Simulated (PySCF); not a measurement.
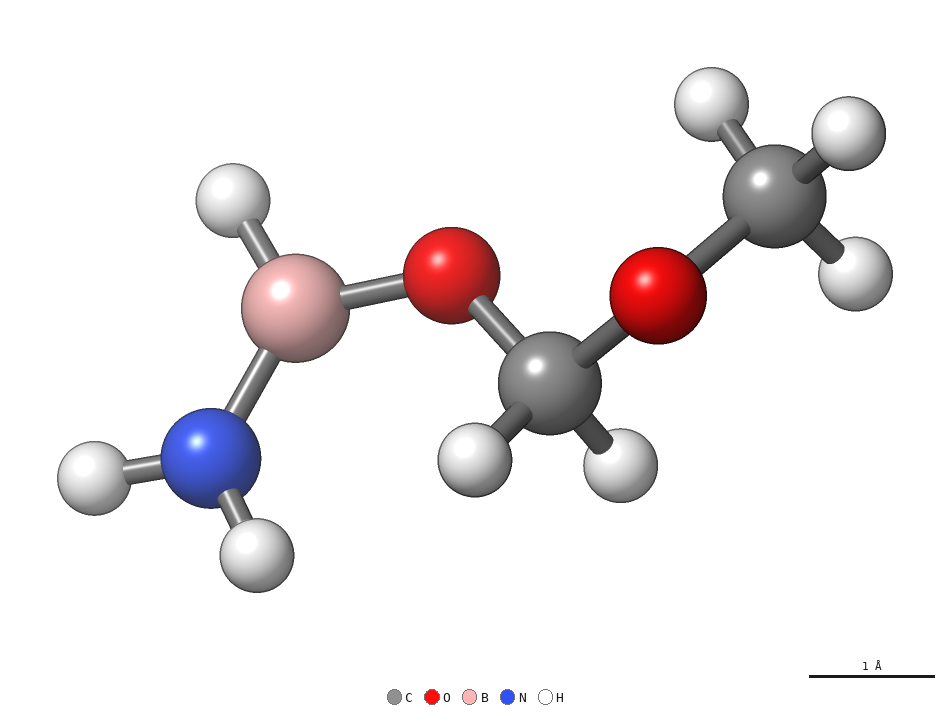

Computed geometry: GFN2-xTB optimisation. No frequency run is at hand to confirm it as a minimum.

What does the picture show?

The molecule is C2H8BNO2. Its SMILES string is `COCOBN`. It has no ring. Among its groups: ether, B–H bond. The point group is C1. Coordination: 2 C tetrahedral; 2 O bent; 1 B trigonal planar; 1 N trigonal planar.

More results for the same structure follow; atom numbers are the same in all pictures, views and colours differ.

## Geometry

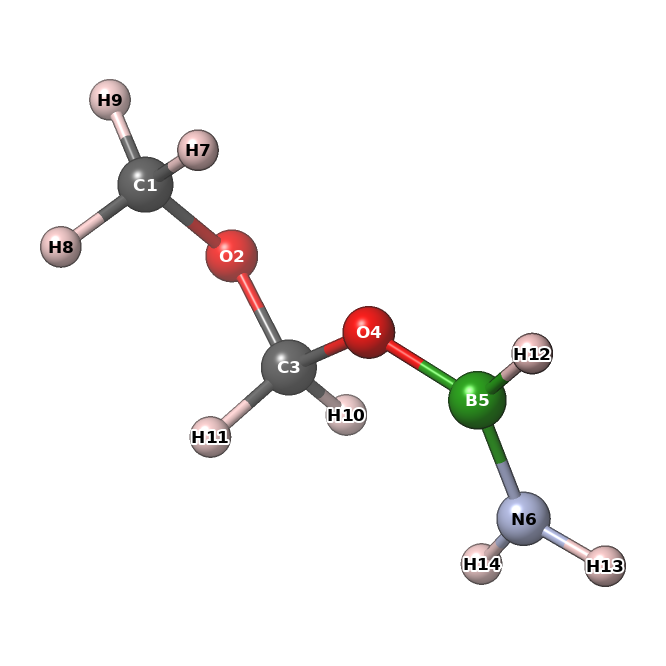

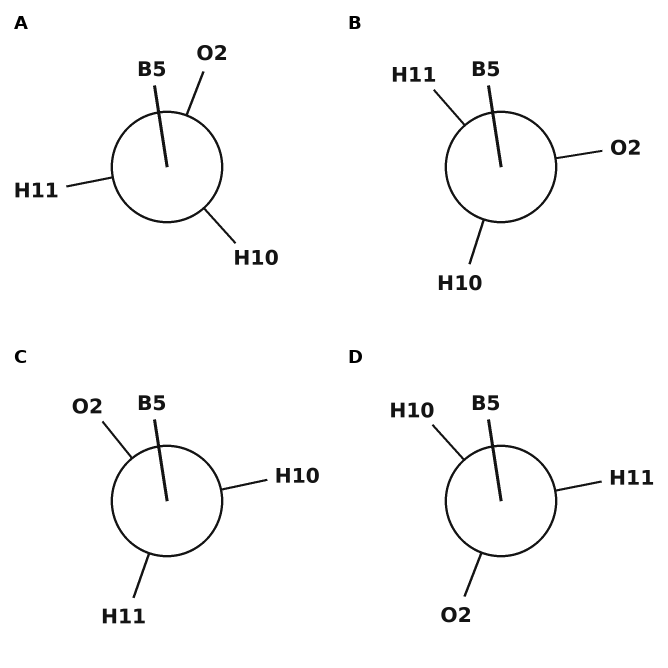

Atoms fade into the background with distance from the viewer. Bonds that would overlap in a projection are set slightly apart. No frequency run is at hand to confirm it as a minimum.

Which Newman projection shows the view along O4–C3, with O4 in front?

D. The torsion angle B5–O4–C3–O2 is −150°, antiperiplanar (anti).

## Core levels

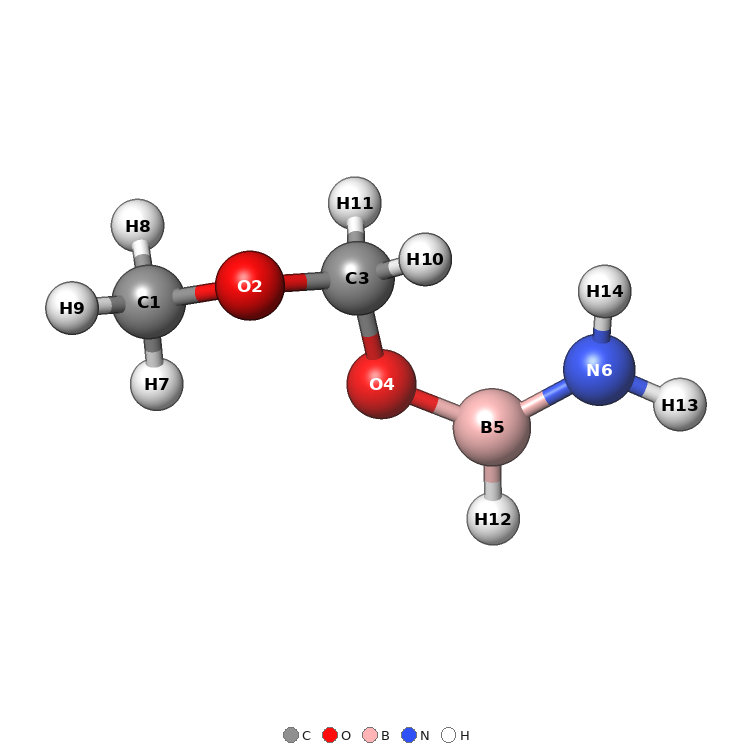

No frequency run is at hand to confirm it as a minimum. Level of theory: delta-SCF UKS SCAN, pcX-2 on the ionised atom, pcseg-1 elsewhere, spin-free X2C (PySCF 2.14.0).

Give the core-electron binding energies (to vacuum) of C1 1s, O2 1s, C3 1s, O4 1s, B5 1s, N6 1s.

```tsv
atom	level	binding energy (eV)
C1	1s	292.1
O2	1s	538.5
C3	1s	293.7
O4	1s	538.3
B5	1s	196.3
N6	1s	405.3
```

## Dipole moment

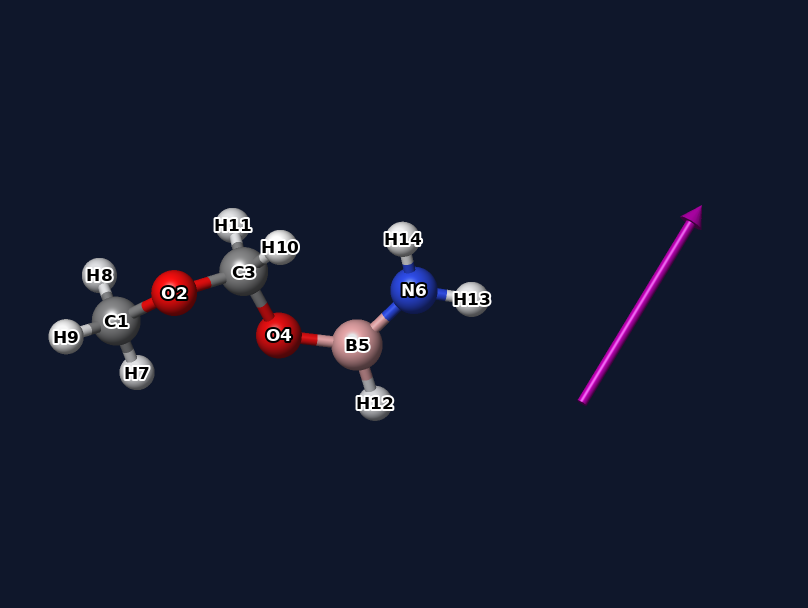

The arrow beside the molecule shows the direction of the dipole moment, from the negative to the positive end (its length means nothing). No frequency run is at hand to confirm it as a minimum. Level of theory: B3LYP/def2-SVPD, gas phase (PySCF 2.14.0).

Estimate the dipole moment.

2.05 D; it points from the side of H9 to the side of H14 (the outermost atoms at the two ends).

## Electronic properties

No frequency run is at hand to confirm it as a minimum. Properties computed with B3LYP/def2-SVPD, gas phase (PySCF 2.14.0). Excitations: vertical, linear response.

What is the HOMO energy (Kohn–Sham orbital)?

−7.66 eV.

Give the brightest of the 8 lowest singlets at this level.

7.93 eV.

Give the LUMO energy (Kohn–Sham orbital) at this level.

0.07 eV.

Give the mean static polarisability at this level.

58.4 bohr³.

The geometry is semi-empirical. Around B such bond lengths and angles can be off by a tenth of an ångström or more and by several degrees, and values that hang on the shape move with them.
